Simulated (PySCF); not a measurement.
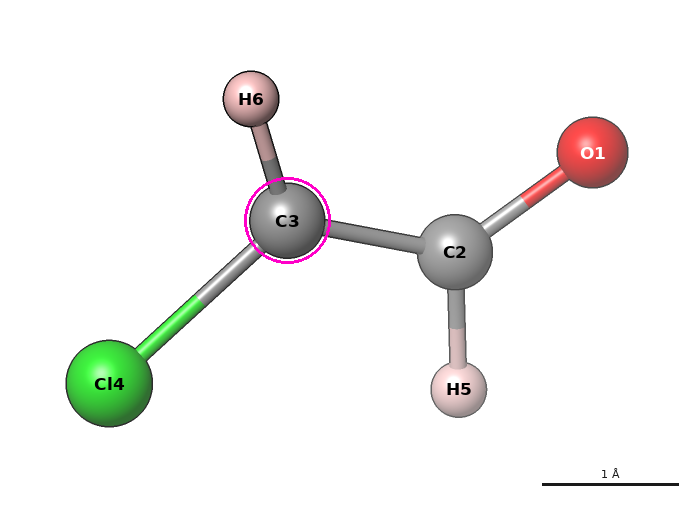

Orthographic view. Atoms fade into the background with distance from the viewer. The species has charge −1 and is a spin singlet. Computed geometry: PBE0-D3(BJ)/def2-SVP optimisation. No frequency run is at hand to confirm it as a minimum.

### Which atoms are bonded to the circled atom?

The circled atom is C3; it is bonded to C2, Cl4, H6.

### Which atom is nearest the viewer?

H6, 0.9 Å in front of the mean position.

### Which two atoms are farthest apart in space?

O1 and Cl4, 3.97 Å.

### Which atom is farthest from the viewer?

H5, 0.8 Å behind the mean position.
